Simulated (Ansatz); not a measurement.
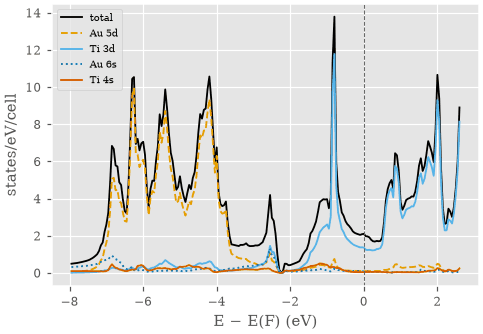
Figure. Total and projected density of states of TiAu in space group P4/nmm (No. 129; Ti on 2c, Au on 2c), DFT-r²SCAN in the program Ansatz with PAW potentials

Which orbitals carry the states next to the Fermi level?

Within 0.5 eV of the Fermi level: Ti 3d 69 %, Au 5d 5 %, outside the projected shells 18 %. Projections are on Löwdin-orthogonalised atomic valence shells; empty p or d shells of many metals are not among them.

Where is the tallest occupied peak in this window, and what makes it?

Near -0.8 eV, about 14 states/eV per cell; the largest projected share is Ti 3d.

The first step of the workflow began from a Materials Project structure, measured or hypothetical; the Crystallography Open Database copy checked does not list it. COD files the formula under space group No. 221, so this cell is another polymorph or a model. With Ti and Au taken as one species the cell has the higher symmetry P4/nmm, so it may be an ordered model of a mixed-site phase. Its standing as an ambient phase is unchecked. Symmetry was held in the r²SCAN relaxation; whether a distortion lowers the energy is not shown. The run is not spin-polarised. Spin–orbit coupling is left out wherever it is not named.

Potentials: the later of the program's two PAW sets.
